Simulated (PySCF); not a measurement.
C₈H₇N, SMILES Cc1ccc(C#N)cc1 at its GFN2-xTB optimised geometry (Å):

```
16

C      1.4545     2.5705    -0.0240
C      0.7053     1.2756     0.0000
C      1.3862     0.0621    -0.0001
C      0.7021    -1.1366     0.0000
C     -0.6930    -1.1366     0.0000
C     -1.4008    -2.3593     0.0006
N     -1.9742    -3.3525    -0.0011
C     -1.3865     0.0740     0.0000
C     -0.6865     1.2631    -0.0001
H      2.4295     2.4653     0.4460
H      1.6107     2.8871    -1.0561
H      0.8963     3.3525     0.4853
H      2.4667     0.0585     0.0009
H      1.2361    -2.0755     0.0014
H     -2.4667     0.0705     0.0015
H     -1.2259     2.1993     0.0009
```

Level of theory: PySCF with PBE/def2-TZVP.

Map of the HOMO amplitude (bohr^(-3/2)) on the plane z = 0.8 Å; orbital energy -6.50 eV, overall sign arbitrary:

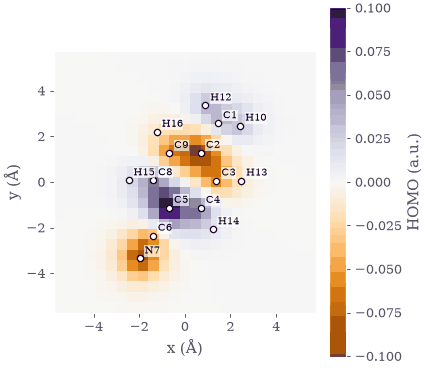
*HOMO amplitude (bohr^(-3/2)) on the plane z = 0.8 Å.*
